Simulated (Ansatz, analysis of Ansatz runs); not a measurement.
# LaOF (R-3m), nudged elastic band: Cu_i hop between interstitial places (q = +1), part 3 of 4

Wanted: path and barrier of a jump of Cu in LaOF (R-3m) at charge +1. The case: Cu_i hop between interstitial places, in a cell of 36 host atoms with 1 Cu put in.

Ansatz 0.2.0; plane-wave PAW DFT, PBEsol; nudged elastic band between two relaxed defect structures at fixed charge in a uniform background.

So far: Set-up; Relaxation of the start point, charge +1; Relaxation of the end point, charge +1.

## 4. Nudged elastic band, charge +1

3 movable images are laid between the ends on straight lines. Each image feels the true force across the path and a spring force along it. The highest image is set to climb to the top of the path.

This step: plane-wave PAW DFT, PBEsol; nudged elastic band between two relaxed defect structures at fixed charge in a uniform background.

File qp1.neb/input.yaml:

```yaml
crystal:
  lattice:
    - [-4.01323028, 6.95111875, 0.0]
    - [-12.03969085, 0.0, 0.0]
    - [-2.00661514, 1.15851979, 6.68937332]
  atoms:
    - { symbol: La, position: [0.12674733, 0.08764671, 0.22491334] }
    - { symbol: La, position: [0.36823819, 0.24906178, 0.77686484] }
    - { symbol: O, position: [0.18830835, 0.1254596, 0.87011377] }
    - { symbol: O, position: [0.30942425, 0.20981731, 0.12951833] }
    - { symbol: F, position: [0.06494428, 0.04133948, 0.61625523] }
    - { symbol: F, position: [0.43717847, 0.28996072, 0.38756837] }
    - { symbol: La, position: [0.13014923, 0.41148618, 0.24047665] }
    - { symbol: La, position: [0.39365289, 0.57579526, 0.75596902] }
    - { symbol: O, position: [0.17959504, 0.47328133, 0.87247827] }
    - { symbol: O, position: [0.30418458, 0.54361699, 0.13283723] }
    - { symbol: F, position: [0.06620198, 0.37506115, 0.61793232] }
    - { symbol: F, position: [0.44017529, 0.62278731, 0.3837571] }
    - { symbol: La, position: [0.12892575, 0.75647285, 0.23792709] }
    - { symbol: La, position: [0.36734259, 0.91491126, 0.77500698] }
    - { symbol: O, position: [0.1772712, 0.78349359, 0.87159869] }
    - { symbol: O, position: [0.30863576, 0.87581589, 0.12800557] }
    - { symbol: F, position: [0.06399108, 0.71268302, 0.60435856] }
    - { symbol: F, position: [0.43255099, 0.95911322, 0.38561535] }
    - { symbol: La, position: [0.62781433, 0.08606, 0.22553196] }
    - { symbol: La, position: [0.87274511, 0.24456751, 0.77624366] }
    - { symbol: O, position: [0.6840853, 0.12691482, 0.87067457] }
    - { symbol: O, position: [0.80972455, 0.20901724, 0.12986623] }
    - { symbol: F, position: [0.55613041, 0.04565379, 0.61511266] }
    - { symbol: F, position: [0.93208345, 0.29056551, 0.38836477] }
    - { symbol: La, position: [0.62844729, 0.41997571, 0.22234655] }
    - { symbol: La, position: [0.86780043, 0.58242186, 0.76730804] }
    - { symbol: O, position: [0.69160444, 0.45809961, 0.86812148] }
    - { symbol: O, position: [0.81576913, 0.54464896, 0.12955529] }
    - { symbol: F, position: [0.56536953, 0.37445118, 0.61157127] }
    - { symbol: F, position: [0.93228022, 0.62313629, 0.39135301] }
    - { symbol: La, position: [0.62496405, 0.75569261, 0.22567196] }
    - { symbol: La, position: [0.86251362, 0.92083718, 0.76784693] }
    - { symbol: O, position: [0.6875116, 0.79347284, 0.86670436] }
    - { symbol: O, position: [0.81419228, 0.87085045, 0.13030981] }
    - { symbol: F, position: [0.56104945, 0.71344215, 0.61161577] }
    - { symbol: F, position: [0.93030126, 0.96162129, 0.38635596] }
    - { symbol: Cu, position: [1.04617748, 0.65323043, -0.00980727] }
total_charge: 1
basis:
  ecutwfc: 420
  xc_grid: 2
hamiltonian:
  xc: pbesol
kpoints:
  mp_grid: { grid: [1, 1, 1], shift: [0.25, 0.25, 0.25] }
scf:
  occupations: { method: fixed }
  max_iter: 120
output:
  forces: true
neb:
  images: 3
  f_tol: 0.05
  climbing: true
  initial_path: linear
  max_iterations: 45
  order_check: false
  final_atoms:
    - { symbol: La, position: [0.11945629, 0.09614532, 0.22567766] }
    - { symbol: La, position: [0.36863757, 0.24856887, 0.77115394] }
[... 2 atom lines left out ...]
    - { symbol: F, position: [0.05755506, 0.05412809, 0.60431249] }
[... 2 atom lines left out ...]
    - { symbol: La, position: [0.37956067, 0.57107841, 0.76626553] }
    - { symbol: O, position: [0.18943937, 0.45801489, 0.86509504] }
[... 2 atom lines left out ...]
    - { symbol: F, position: [0.44150333, 0.61309477, 0.387614] }
[... 2 atom lines left out ...]
    - { symbol: O, position: [0.2014949, 0.80173858, 0.79105939] }
[... 1 atom line left out ...]
    - { symbol: F, position: [0.05430805, 0.70736073, 0.59918047] }
[... 14 atom lines left out ...]
    - { symbol: La, position: [0.85637411, 0.92081622, 0.76768447] }
    - { symbol: O, position: [0.67551591, 0.79702838, 0.87162419] }
    - { symbol: O, position: [0.82353361, 0.87018183, 0.12031033] }
    - { symbol: F, position: [0.58149971, 0.70521068, 0.60364383] }
    - { symbol: F, position: [0.91750614, 0.96201887, 0.38829813] }
    - { symbol: Cu, position: [1.24954354, 0.83360658, -0.50406956] }
```

Command:

```sh
> ansatz run input.yaml --threads 4 --pin off --max-ram 7536MiB --backend cpu --events-out ev --progress --plain --runs-dir out
```

Numbers of over 12 decimals in the logs are rounded to 6 here.

The log of the run:

```text
[...]
Warning: neb: disabling space-group detection — the band's intermediate images generally break the endpoint symmetry, so the full k-mesh is solved, and no spatial operation symmetrises the density, except that a semilocal band can use its path's symmetry [...]
[...]
parallel-image band execution: 2 concurrent image workers
NEB image 0
Crystal: 37 atoms, lattice volume = 559.829 Å³
Basis set: ecut = 420 eV, 10937 PW (Γ), exchange–correlation on 108×162×96 points (8 copies of the dense FFT grid, shifted against one another)
Bands: 190, of which v1, the nominal top of the filled ones, is band 153 counted from 1 (152 counted from 0)
Symmetry: 1 space group operations
k-points: 1
[...]
SCF iter   1: F=—  HF=-96943.112290 eV  |F-HF|=—  |Δ(HF+E_count)|=         —  Δρ=1.31e-2  dr2=8.84e-1  ethr=1.77e-3  ⟨swp⟩=6.0  Hψ=595  notcnv=0  defer=34
[...]
SCF iter  11: F=-96942.932414 eV  HF=-96942.932414 eV  |F-HF|=4.99e-8  |Δ(HF+E_count)|=   1.82e-7  Δρ=4.26e-6  dr2=9.50e-8  ethr=3.27e-11  ⟨swp⟩=5.0  Hψ=665  notcnv=0
SCF 1 converged in 11 iterations: F = -96942.932414 eV  dr2 = 9.50e-8
[...]
NSCF: frozen V_eff on 1 k-points
NEB image 4
SCF iter   1: F=—  HF=-96943.376214 eV  |F-HF|=—  |Δ(HF+E_count)|=         —  Δρ=1.32e-2  dr2=9.97e-1  ethr=1.77e-3  ⟨swp⟩=7.0  Hψ=601  notcnv=0  defer=35
[...]
SCF iter  11: F=-96943.174327 eV  HF=-96943.174327 eV  |F-HF|=1.50e-8  |Δ(HF+E_count)|=   3.88e-7  Δρ=2.67e-6  dr2=3.81e-8  ethr=3.27e-11  ⟨swp⟩=5.0  Hψ=806  notcnv=0
SCF 2 converged in 11 iterations: F = -96943.174327 eV  dr2 = 3.81e-8
[...]
NEB end point (image 0): max|allowed force component| = 1.671e-2 eV/Å (the criterion of neb.relax_end_points is 1.000e-2)
NEB end point (image 4): max|allowed force component| = 5.925e-3 eV/Å (the criterion of neb.relax_end_points is 1.000e-2)
NEB image 1
SCF iter   1: F=—  HF=-96938.451097 eV  |F-HF|=—  |Δ(HF+E_count)|=         —  Δρ=1.29e-2  dr2=8.53e-1  ethr=1.77e-3  ⟨swp⟩=5.0  Hψ=699  notcnv=0  defer=26
[...]
SCF iter  11: F=-96938.283273 eV  HF=-96938.283273 eV  |F-HF|=3.09e-9  |Δ(HF+E_count)|=   2.43e-7  Δρ=3.52e-6  dr2=6.58e-8  ethr=3.27e-11  ⟨swp⟩=5.0  Hψ=806  notcnv=0
SCF 3 converged in 11 iterations: F = -96938.283273 eV  dr2 = 6.58e-8
NEB image 2
SCF iter   1: F=—  HF=-96923.650382 eV  |F-HF|=—  |Δ(HF+E_count)|=         —  Δρ=1.89e-2  dr2=1.75e0  ethr=1.77e-3  ⟨swp⟩=6.0  Hψ=728  notcnv=0  defer=34
[...]
SCF iter  11: F=-96923.369270 eV  HF=-96923.369270 eV  |F-HF|=8.25e-8  |Δ(HF+E_count)|=   4.85e-7  Δρ=3.37e-6  dr2=8.93e-8  ethr=3.27e-11  ⟨swp⟩=5.0  Hψ=737  notcnv=0
SCF 4 converged in 11 iterations: F = -96923.369270 eV  dr2 = 8.93e-8
NEB image 3
SCF iter   1: F=—  HF=-96936.943989 eV  |F-HF|=—  |Δ(HF+E_count)|=         —  Δρ=1.47e-2  dr2=1.18e0  ethr=1.77e-3  ⟨swp⟩=7.0  Hψ=702  notcnv=0  defer=35
[...]
SCF iter  12: F=-96936.719430 eV  HF=-96936.719430 eV  |F-HF|=7.76e-9  |Δ(HF+E_count)|=   2.06e-8  Δρ=2.39e-6  dr2=2.89e-8  ethr=3.27e-11  ⟨swp⟩=4.0  Hψ=637  notcnv=0
SCF 5 converged in 12 iterations: F = -96936.719430 eV  dr2 = 2.89e-8
NEB iter   1: max|band force component| = 6.124e1 eV/Å  barrier→ = 19.5631 eV  barrier← = 19.8051 eV  Δτ_max = 0.2000 Å  (56 SCF iters)
NEB image 1
[...]
iter 1 solved again at ethr=6.96e-4 eV; its pass at ethr=3.10e-3 eV (dr2=2.13e0 eV) is discarded
[...]
SCF iter  12: F=-96940.644117 eV  HF=-96940.644117 eV  |F-HF|=1.62e-8  |Δ(HF+E_count)|=   5.28e-8  Δρ=3.77e-6  dr2=6.64e-8  ethr=3.27e-11  ⟨swp⟩=4.0  Hψ=625  notcnv=0
SCF 6 converged in 12 iterations: F = -96940.644117 eV  dr2 = 6.64e-8
NEB image 2
[...]
SCF iter  13: F=-96937.529007 eV  HF=-96937.529007 eV  |F-HF|=3.09e-9  |Δ(HF+E_count)|=   3.84e-8  Δρ=2.21e-6  dr2=2.57e-8  ethr=3.27e-11  ⟨swp⟩=4.0  Hψ=653  notcnv=0
SCF 7 converged in 13 iterations: F = -96937.529007 eV  dr2 = 2.57e-8
NEB image 3
[...]
SCF iter  12: F=-96940.479337 eV  HF=-96940.479337 eV  |F-HF|=6.99e-8  |Δ(HF+E_count)|=   1.10e-7  Δρ=4.64e-6  dr2=9.80e-8  ethr=3.27e-11  ⟨swp⟩=4.0  Hψ=653  notcnv=0
SCF 8 converged in 12 iterations: F = -96940.479337 eV  dr2 = 9.80e-8
NEB iter   2: max|band force component| = 1.401e1 eV/Å  barrier→ = 5.4034 eV  barrier← = 5.6453 eV  Δτ_max = 0.2000 Å  (37 SCF iters)
NEB image 1
[...]
SCF iter  11: F=-96941.504472 eV  HF=-96941.504472 eV  |F-HF|=3.62e-8  |Δ(HF+E_count)|=   6.56e-7  Δρ=3.68e-6  dr2=8.57e-8  ethr=3.27e-11  ⟨swp⟩=4.0  Hψ=813  notcnv=0
SCF 9 converged in 11 iterations: F = -96941.504472 eV  dr2 = 8.57e-8
NEB image 2
[...]
SCF iter  12: F=-96940.102302 eV  HF=-96940.102302 eV  |F-HF|=5.12e-8  |Δ(HF+E_count)|=   8.78e-8  Δρ=4.53e-6  dr2=9.03e-8  ethr=3.27e-11  ⟨swp⟩=5.0  Hψ=654  notcnv=0
SCF 10 converged in 12 iterations: F = -96940.102302 eV  dr2 = 9.03e-8
NEB image 3
[...]
SCF iter  13: F=-96941.731752 eV  HF=-96941.731752 eV  |F-HF|=3.35e-9  |Δ(HF+E_count)|=   1.51e-8  Δρ=1.20e-6  dr2=6.46e-9  ethr=3.27e-11  ⟨swp⟩=4.0  Hψ=577  notcnv=0
SCF 11 converged in 13 iterations: F = -96941.731752 eV  dr2 = 6.46e-9
NEB iter   3: max|band force component| = 6.606e0 eV/Å  barrier→ = 2.8301 eV  barrier← = 3.0720 eV  Δτ_max = 0.1102 Å  (36 SCF iters)
[... from here on, the SCF cycles and remarks between the steps are left out ...]
NEB iter   4: max|band force component| = 3.161e0 eV/Å  barrier→ = 1.9835 eV  barrier← = 2.2254 eV  Δτ_max = 0.0973 Å  (32 SCF iters)
NEB iter   5: max|band force component| = 1.658e0 eV/Å  barrier→ = 1.7334 eV  barrier← = 1.9754 eV  Δτ_max = 0.0909 Å  (30 SCF iters)
NEB iter   6: max|band force component| = 6.363e-1 eV/Å  barrier→ = 1.6165 eV  barrier← = 1.8585 eV  Δτ_max = 0.0771 Å  (30 SCF iters)
NEB iter   7: max|band force component| = 4.079e-1 eV/Å  barrier→ = 1.5686 eV  barrier← = 1.8105 eV  CI = image 2  Δτ_max = 0.1954 Å  (29 SCF iters)
NEB iter   8: max|band force component| = 2.926e-1 eV/Å  barrier→ = 1.6526 eV  barrier← = 1.8945 eV  CI = image 2  Δτ_max = 0.1946 Å  (29 SCF iters)
NEB iter   9: max|band force component| = 1.732e-1 eV/Å  barrier→ = 1.7014 eV  barrier← = 1.9433 eV  CI = image 2  Δτ_max = 0.0686 Å  (30 SCF iters)
NEB iter  10: max|band force component| = 1.076e-1 eV/Å  barrier→ = 1.6967 eV  barrier← = 1.9386 eV  CI = image 2  Δτ_max = 0.0323 Å  (27 SCF iters)
NEB iter  11: max|band force component| = 5.182e-2 eV/Å  barrier→ = 1.6945 eV  barrier← = 1.9364 eV  CI = image 2  Δτ_max = 0.0169 Å  (25 SCF iters)
NEB image 1
[...]
SCF iter   7: F=-96942.329056 eV  HF=-96942.329056 eV  |F-HF|=4.30e-8  |Δ(HF+E_count)|=   6.53e-8  Δρ=4.09e-6  dr2=8.36e-8  ethr=3.27e-11  ⟨swp⟩=4.0  Hψ=653  notcnv=0
SCF 36 converged in 7 iterations: F = -96942.329056 eV  dr2 = 8.36e-8
NEB image 2
[...]
SCF iter   8: F=-96941.238306 eV  HF=-96941.238306 eV  |F-HF|=7.64e-9  |Δ(HF+E_count)|=   1.93e-8  Δρ=1.51e-6  dr2=1.31e-8  ethr=3.27e-11  ⟨swp⟩=4.0  Hψ=637  notcnv=0
SCF 37 converged in 8 iterations: F = -96941.238306 eV  dr2 = 1.31e-8
NEB image 3
[...]
SCF iter   7: F=-96942.146466 eV  HF=-96942.146466 eV  |F-HF|=2.69e-8  |Δ(HF+E_count)|=   6.24e-8  Δρ=3.85e-6  dr2=6.14e-8  ethr=3.27e-11  ⟨swp⟩=4.0  Hψ=653  notcnv=0
SCF 38 converged in 7 iterations: F = -96942.146466 eV  dr2 = 6.14e-8
NEB image 1
[...]
NEB image 3
[...]
NEB image 2
[...]
the band table was solved once a step of the walk had ended and its energy, with any forces and stress, was formed, with the checks that follow a solve (1070 applications of the Hamiltonian). They found nothing against the state; [...]
NEB iter  12: max|band force component| = 3.243e-2 eV/Å  barrier→ = 1.6941 eV  barrier← = 1.9360 eV  CI = image 2  Δτ_max = 0.0000 Å  (22 SCF iters)
SCF converged after 8 iterations
Free energy (F): -96941.238306 eV
[...]
Internal energy: -96941.238306 eV  (E = F + TS)
E sigma→0 (E₀):  -96941.238306 eV
Fermi energy:    8.963969 eV
[...]
--- Forces (eV/Å), atoms counted from 1 ---
  atom   1  La     0.00634503     0.00397103    -0.00382602
  atom   2  La    -0.00312215     0.00173841     0.00138912
  [... 2 atoms left out ...]
  atom   5  F      0.00242456     0.00099842     0.00437995
  [... 2 atoms left out ...]
  atom   8  La    -0.00341684     0.00800532    -0.00175914
  atom   9  O     -0.00411475    -0.00096440    -0.00625027
  [... 2 atoms left out ...]
  atom  12  F      0.00029576    -0.00918795     0.00375669
  [... 2 atoms left out ...]
  atom  15  O      0.01930478     0.00736783     0.00400571
  [... 1 atom left out ...]
  atom  17  F     -0.00494996    -0.02201796     0.00373433
  [... 14 atoms left out ...]
  atom  32  La    -0.00801116    -0.01448949    -0.01362323
  atom  33  O     -0.00242176    -0.00819289     0.00640363
  [... 2 atoms left out ...]
  atom  36  F     -0.00073538     0.00138034     0.00387110
  atom  37  Cu    -0.02345233     0.01232814     0.01244828
  max |Σ_I F_I| component: 6.65e-6 eV/Å
--- Band table (eV) ---
[...]
this run last wrote the band of iteration 12 to <dir>
--- NEB band (5 images, 12 band iterations, 383 SCF iterations) ---
  forward barrier  = 1.694108 eV
  backward barrier = 1.936021 eV
  climbing image's point = of an order that was not read
  energies are F+E_penalty+E_count in eV, relative to image 0
  image     s (Å)  Δ vs image 0  max|band force component| (eV/Å)
      0    0.0000      0.000000                                 —
      1    1.0399      0.603358                          3.243e-2
  *   2    2.0798      1.694108                          2.188e-2
      3    3.5128      0.785948                          1.566e-2
      4    4.9459     -0.241913                                 —
  climbing-image geometry (image 2):
  cell:  # Å, volume = 559.8291 Å³
    - [-4.01323028, 6.95111875, 0.0]
    - [-12.03969085, 0.0, 0.0]
    - [-2.00661514, 1.15851979, 6.68937332]
  atoms:
    - { symbol: La, position: [0.132441, 0.083701, 0.228439] }
    - { symbol: La, position: [0.357468, 0.257071, 0.776841] }
    - { symbol: O, position: [0.195564, 0.123209, 0.871213] }
    - { symbol: O, position: [0.307552, 0.212564, 0.129404] }
    - { symbol: F, position: [0.061805, 0.042706, 0.619369] }
    - { symbol: F, position: [0.433120, 0.294629, 0.390083] }
    - { symbol: La, position: [0.132142, 0.422580, 0.222857] }
    - { symbol: La, position: [0.431204, 0.550644, 0.775896] }
    - { symbol: O, position: [0.191530, 0.470997, 0.858977] }
    - { symbol: O, position: [0.332612, 0.536328, 0.123819] }
    - { symbol: F, position: [0.064884, 0.380189, 0.611917] }
    - { symbol: F, position: [0.429069, 0.624516, 0.398074] }
    - { symbol: La, position: [0.131710, 0.753053, 0.209251] }
    - { symbol: La, position: [0.374926, 0.913022, 0.770056] }
    - { symbol: O, position: [0.195399, 0.788865, 0.858637] }
    - { symbol: O, position: [0.311737, 0.872419, 0.123658] }
    - { symbol: F, position: [0.003494, 0.713645, 0.555967] }
    - { symbol: F, position: [0.436738, 0.955353, 0.388622] }
    - { symbol: La, position: [0.624991, 0.091679, 0.231791] }
    - { symbol: La, position: [0.889657, 0.239907, 0.776957] }
    - { symbol: O, position: [0.672405, 0.143319, 0.874169] }
    - { symbol: O, position: [0.818950, 0.203619, 0.137402] }
    - { symbol: F, position: [0.546577, 0.055224, 0.611572] }
    - { symbol: F, position: [0.945005, 0.289008, 0.390949] }
    - { symbol: La, position: [0.638302, 0.414259, 0.237486] }
    - { symbol: La, position: [0.868113, 0.577525, 0.780440] }
    - { symbol: O, position: [0.715553, 0.443376, 0.877936] }
    - { symbol: O, position: [0.809138, 0.541366, 0.127656] }
    - { symbol: F, position: [0.582072, 0.367631, 0.611612] }
    - { symbol: F, position: [0.934521, 0.622258, 0.352870] }
    - { symbol: La, position: [0.630127, 0.754550, 0.220298] }
    - { symbol: La, position: [0.822795, 0.952497, 0.774797] }
    - { symbol: O, position: [0.689178, 0.798424, 0.865607] }
    - { symbol: O, position: [0.805417, 0.887065, 0.120672] }
    - { symbol: F, position: [0.576472, 0.702406, 0.616080] }
    - { symbol: F, position: [0.932827, 0.958865, 0.393662] }
    - { symbol: Cu, position: [1.089548, 0.724526, -0.246566] }
```

Elapsed: 6.3 min, on 4 threads of Intel Xeon Platinum 8259CL at 2.50GHz (Skylake/Cascade Lake), shared host; peak memory 1.8 GiB.

Images along the path:

```csv
image,path (Å),energy (eV),"Cu37: x, y, z (Å)"
0,0.000,0.0000,"-12.044, 7.261, -0.066"
1,1.040,0.6034,"-12.207, 7.103, -0.828"
2,2.080,1.6941,"-12.601, 7.288, -1.649"
3,3.513,0.7859,"-13.344, 7.744, -2.724"
4,4.946,-0.2419,"-14.040, 8.102, -3.372"
```

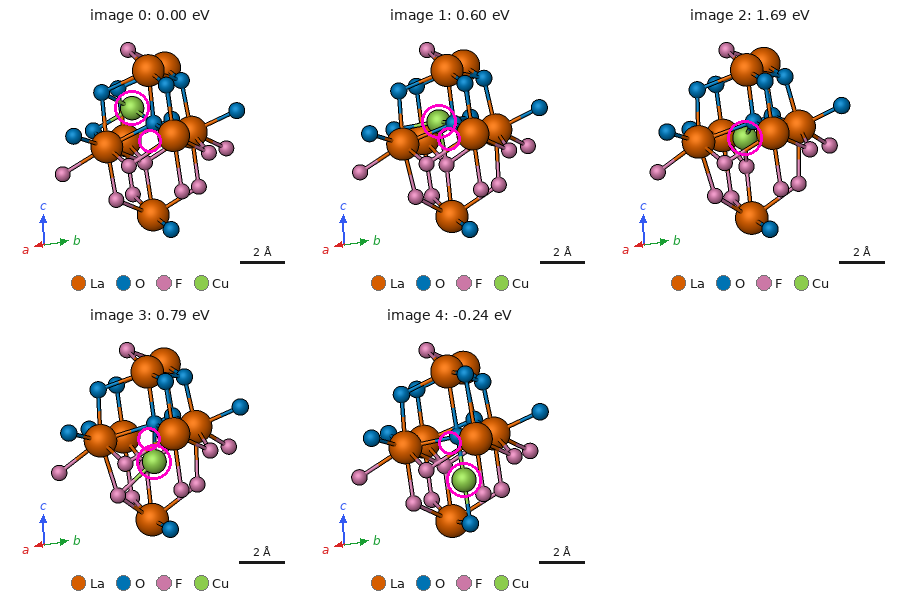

Images along the path; Cu37 is ringed. A ring with no atom in it marks the empty centre.

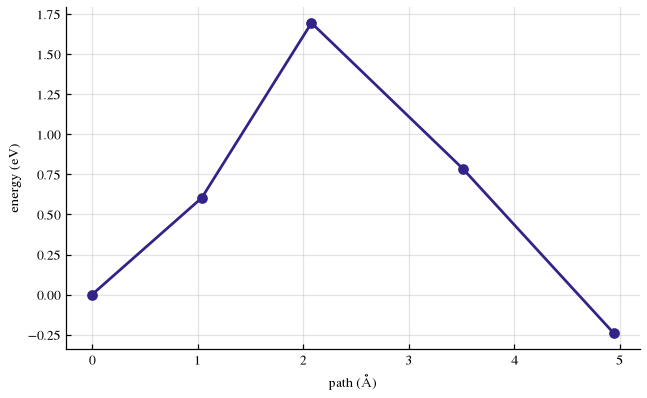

Energy along the path.

Numbers from this step:

* free energy: -96941.2383 eV
* barrier forward: 1.694 eV
* barrier backward: 1.936 eV
* end less start: -0.2419 eV
* hop length: 3.953 Å

Track of the atom that was set to move:

```csv
image,x (Å),y (Å),z (Å),nearest neighbour,distance (Å)
0,-12.04,7.261,-0.066,O,2.162
1,-12.21,7.103,-0.828,O,1.961
2,-12.6,7.288,-1.649,F,1.786
3,-13.34,7.744,-2.724,O,1.857
4,-14.04,8.102,-3.372,O,1.974
```

The band met its tolerance of 0.05 eV/Å after 12 iterations, with image 2 on top (the start counts as 0). Cu37, which moves farthest between the ends, has 3 O at 2.16 Å nearest at the start and 1 F at 1.79 Å and 1 O at 1.79 Å at the top. In at least one step between neighbouring images a covalent bond changes partner or an atom goes far. The images sample such a step coarsely, so the top may lie higher.

[end of part 3 of 4]

[Logs are printed without paths, hosts, clocks, repeated set-up lines and the standing remarks that a program may print on its own settings, such as how far it seeks lower states.]

[Hosts, paths, dates, database ids (printed as entryN), source tags and the programs' standing remarks are cut or masked in the printed files.]
